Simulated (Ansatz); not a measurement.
Reaction (SMILES): P (PH3) → [PH2-] + H+
B3LYP-D3(BJ)/def2-TZVP geometries, fixed; electronic energies without zero-point terms.
Largest species:
```
P
H 1 1.4188
H 1 1.4188 2 93.38
H 1 1.4188 2 93.38 3 93.59
```
Charge 0, spin multiplicity 1.

Basis-set convergence of the deprotonation energy at CCSD(T) with Ansatz (an electronic-structure program). All functions are spherical. Cores are frozen. No added dispersion term, no relativity. Functions are those of the species that has most. Reference: Hartree-Fock in aug-cc-pV(Q+d)Z plus the correlation part extrapolated as X^-3 from aug-cc-pV(T+d)Z and aug-cc-pV(Q+d)Z, 372.49 kcal/mol, itself unsure by roughly 0.13 kcal/mol (a third of the extrapolation step and of the last Hartree-Fock step). Deviations are taken from unrounded values.

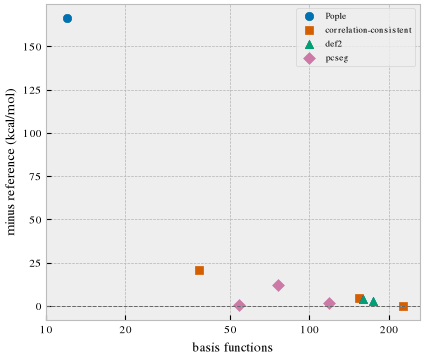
Figure. Deviation from the reference against the number of basis functions, by family of sets.

```tsv
basis	functions	deprotonation energy (kcal/mol)	minus reference (kcal/mol)
STO-3G	12	538.89	166.40
cc-pV(D+d)Z	38	393.03	20.54
aug-pcseg-1	54	372.84	0.35
pcseg-2	76	384.53	12.04
aug-pcseg-2	119	374.28	1.79
cc-pV(Q+d)Z	154	377.11	4.62
def2-QZVPP	160	376.36	3.87
def2-QZVPPD	175	375.47	2.98
aug-cc-pV(Q+d)Z	227	372.62	0.13
```
